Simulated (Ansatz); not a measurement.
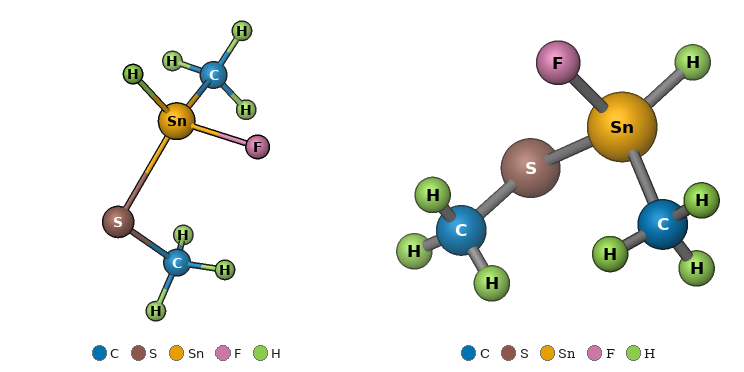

Two views of one molecule.

> Which formula does it have?

C₂H₇FSSn, 12 atoms: 2 carbon, 7 hydrogen, 1 fluorine, 1 sulfur and 1 tin.

> Which point group does it belong to?

C1.

> How many bonds of each kind are drawn?

6 C–H, 1 C–S, 1 S–Sn, 1 C–Sn, 1 F–Sn, 1 Sn–H.

The parts below concern this one geometry. Atoms keep their numbers from picture to picture. The geometry was computed by an optimisation with PBE0-D4/def2-TZVP.

### Geometry

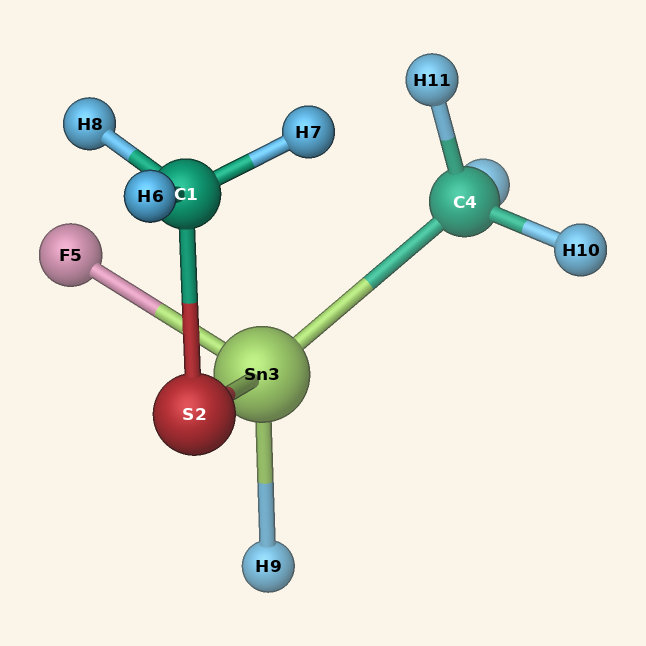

Sn3 lies behind S2. The molecule seen a little off the S2–Sn3 bond, S2 in front. Depth is shown by fading: the farther an atom, the more it takes the colour of the background.

> What is the torsion angle C1–S2–Sn3–F5? The sign is positive where the front bond must turn clockwise to cover the back bond.

−64°, synclinal (gauche).

### Levels of theory compared

Program: Ansatz 0.2.0.

At this fixed geometry, give vertical IP (eV), HOMO energy (eV), HOMO–LUMO gap (eV) at these levels: B3LYP-D4/def2-TZVPP; PBE-D4/def2-TZVPP; PBE0-D4/def2-TZVPP; r2SCAN-D4/def2-TZVPP; ωB97M-V/def2-TZVPP; ωB97X-V/def2-TZVPP.

| level | vertical IP (eV) | HOMO energy (eV) | HOMO–LUMO gap (eV) |
| --- | --- | --- | --- |
| B3LYP-D4/def2-TZVPP | 9.11 | −6.80 | 5.98 |
| PBE-D4/def2-TZVPP | 8.91 | −5.82 | 4.37 |
| PBE0-D4/def2-TZVPP | 9.06 | −7.04 | 6.53 |
| r2SCAN-D4/def2-TZVPP | 8.97 | −6.07 | 4.93 |
| ωB97M-V/def2-TZVPP | 9.16 | −9.24 | 10.53 |
| ωB97X-V/def2-TZVPP | 9.16 | −9.39 | 10.94 |

### Vibrations

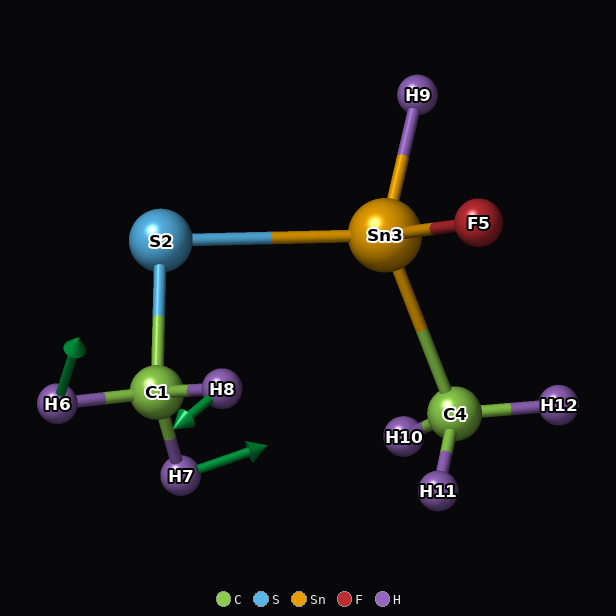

The arrows show one normal mode. Harmonic vibrations computed with RKS PBE0-D4/def2-TZVP, core potentials on Sn (Ansatz 0.2.0) at a stationary point of the same level.

> Describe the motion.

Mostly H–C–H bending.

> At what wavenumber does it lie?

1471 cm⁻¹; it is mode 22 of 30 counted from the lowest.

### Dipole moment

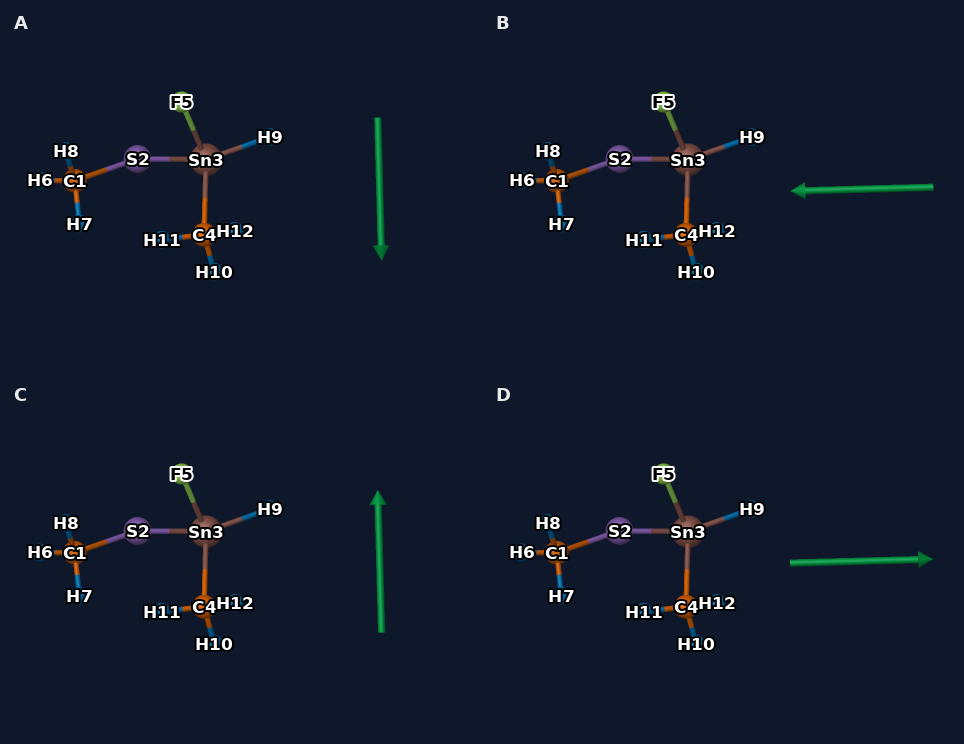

The same molecule four times, each with an arrow. Level of theory: RKS r2SCAN-D4/def2-TZVPP, core potentials on Sn (Ansatz 0.2.0).

> Which arrow points along the dipole moment, from the negative to the positive end?

A. The dipole moment is 2.96 D; it points from the side of F5 to the side of H10 (the outermost atoms at the two ends).

### Charges

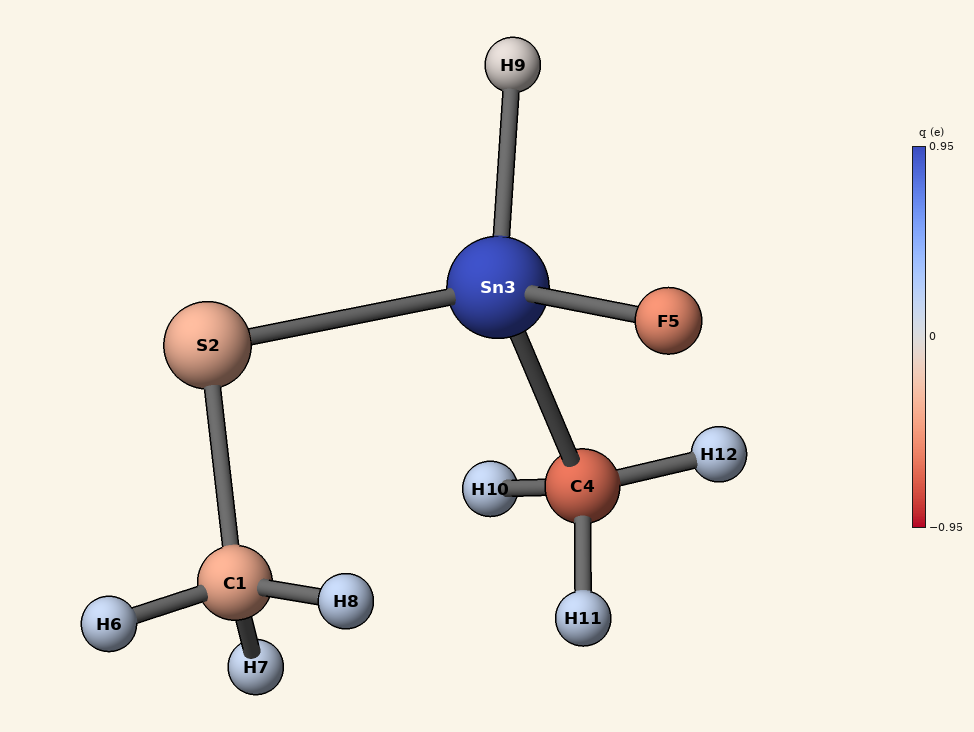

Atoms are coloured by their Mulliken charges. Method: RKS PBE0-D4/def2-TZVP, core potentials on Sn (Ansatz 0.2.0).

> Which atom carries the highest charge (most positive or least negative)?

Sn3 (0.93 e).

> And the lowest?

C4 (−0.64 e).

Give the Mulliken charges atom by atom.

| atom | value (e) |
| --- | --- |
| C1 | −0.36 |
| S2 | −0.32 |
| Sn3 | 0.93 |
| C4 | −0.64 |
| F5 | −0.51 |
| H6 | 0.15 |
| H7 | 0.14 |
| H8 | 0.17 |
| H9 | −0.04 |
| H10 | 0.16 |
| H11 | 0.16 |
| H12 | 0.16 |

Mulliken values depend strongly on the basis set and can even reverse the polarity of a bond.
